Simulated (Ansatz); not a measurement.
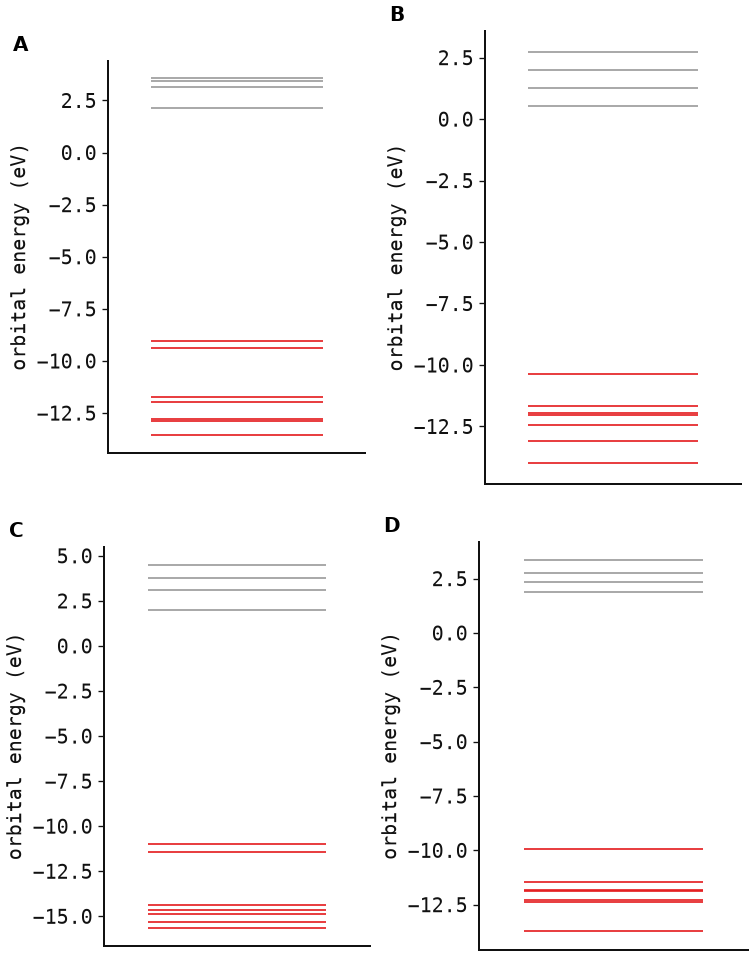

Kohn-Sham orbital energies near the frontier, ωB97M-V/def2-TZVPP with the Ansatz code, at a PBE0-D4/def2-TZVP geometry (no frequency check), isolated molecule; empty levels in grey, levels within 0.03 eV side by side.

### Assign the panels.
1. Si₂H₃Cl₂F, SMILES F[SiH2][SiH](Cl)Cl
2. C₂H₁₀N₂Si, SMILES CN(C)N[SiH3]
3. C₃H₂F₄, SMILES F[C@H]1[C@@H](F)C1(F)F
4. Si₂NH₇O₂, SMILES O[SiH](O)N[SiH3]

A: 2 (HOMO −9.03 eV, LUMO 2.12 eV)
B: 1 (HOMO −10.36 eV, LUMO 0.53 eV)
C: 3 (HOMO −10.97 eV, LUMO 2.00 eV)
D: 4 (HOMO −9.95 eV, LUMO 1.88 eV)

Limits of at least one run: empty levels above zero depend strongly on the basis; one conformer of a flexible molecule.
